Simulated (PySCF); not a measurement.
Ge(H)(NHMe)3, SMILES C[NH][GeH]([NH]C)[NH]C (C3H13GeN3) at its GFN2-xTB optimised geometry (Å):

```
20

Ge     0.4534    -0.2168     0.0000
N     -0.4492    -1.1169     1.3149
C     -0.3333    -2.5529     1.5044
N      0.0154     1.5589     0.0000
C     -1.3586     2.0212     0.0488
N     -0.0410    -1.1031    -1.5026
C      0.3893    -0.6836    -2.8232
H      1.9715    -0.2168     0.0000
H     -0.4810    -0.6438     2.2081
H      0.5417    -2.8407     2.0962
H     -1.2285    -2.9305     2.0041
H     -0.2533    -3.0213     0.5263
H      0.6180     2.1606     0.5422
H     -1.7718     2.0532     1.0635
H     -1.4314     3.0213    -0.3857
H     -1.9715     1.3424    -0.5425
H     -0.9989    -1.4256    -1.5170
H     -0.2116     0.1342    -3.2354
H      0.3477    -1.5294    -3.5139
H      1.4207    -0.3416    -2.7537
```

Level of theory: PBE0/def2-SVP (PySCF). Cells within 0.4 Å of a nucleus heavier than hydrogen are left out (blank, or x).

Map of the electrostatic potential (hartree/e), clipped to [-0.08, 0.12] on the plane z = 0.0 Å:

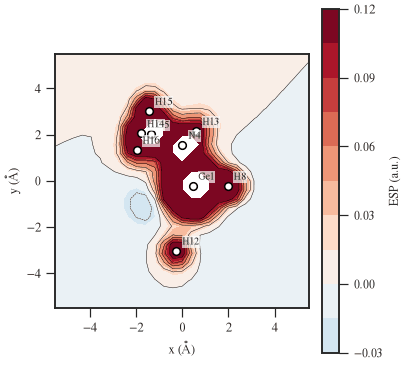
Figure: Electrostatic potential (hartree/e), clipped to [-0.08, 0.12] on the plane z = 0.0 Å.
